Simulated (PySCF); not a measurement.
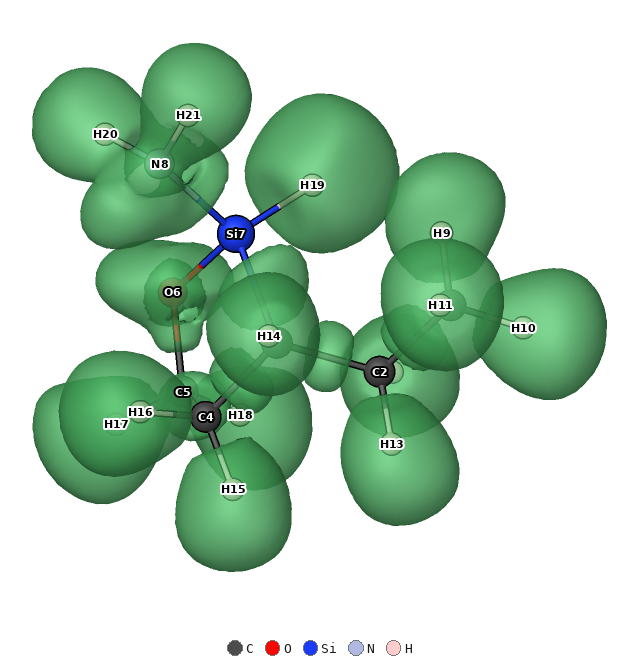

Figure. C₅H₁₃NOSi. Isosurface of the ELF at 0.75 (green), seen at a tilt. Core shells and regions of very low density are left out.

Geometry: GFN2-xTB.

Computed with PySCF 2.14.0, PBE0/pcSseg-1, SCF density, gas phase, non-relativistic.

Input

```
{"job": {"kind": "nmr", "xc": "PBE0", "basis": "pcSseg-1"}, "charge": 0, "multiplicity": 1}
C      2.287803     1.181328    -0.181875
C      1.602319    -0.163603     0.018868
C      0.232869    -0.016615     0.679987
C     -0.374857    -1.376797     1.045263
C     -1.158533    -1.874120    -0.167852
O     -1.856069    -0.794690    -0.737669
Si    -1.118248     0.645270    -0.495625
N     -2.232428     1.676098     0.321406
H      1.686885     1.824457    -0.819668
H      3.263701     1.048859    -0.644225
H      2.425181     1.682830     0.773945
H      1.495553    -0.662353    -0.947351
H      2.240992    -0.795628     0.644567
H      0.359874     0.573797     1.589415
H      0.379338    -2.106659     1.344244
H     -1.076481    -1.242506     1.870006
H     -1.889200    -2.641678     0.101727
H     -0.478575    -2.290988    -0.920229
H     -0.611749     1.108079    -1.791321
H     -3.199113     1.594949     0.048932
H     -1.988182     2.646913     0.421686
```

Run with:

```sh
OMP_NUM_THREADS=1 python probes_run.py task.json out
```

> Describe the localisation domains.

At this value the surface marks out four regions between bonded C–C atoms (shared pairs), one region between bonded C–Si atoms (shared pairs), eleven regions around hydrogen nuclei, one region on O in which the atom's valence shell and bonds are merged and one joined region spread over several atoms (H, N), in which their bonds and any lone pairs are merged.

Values along the shortest contacts:
C–O (1.41 Å): the ELF peaks at about 0.85 between the atoms: a polar covalent bond. C–C (1.52 Å): the ELF peaks at about 0.95 between the atoms (localised, covalent bonding).
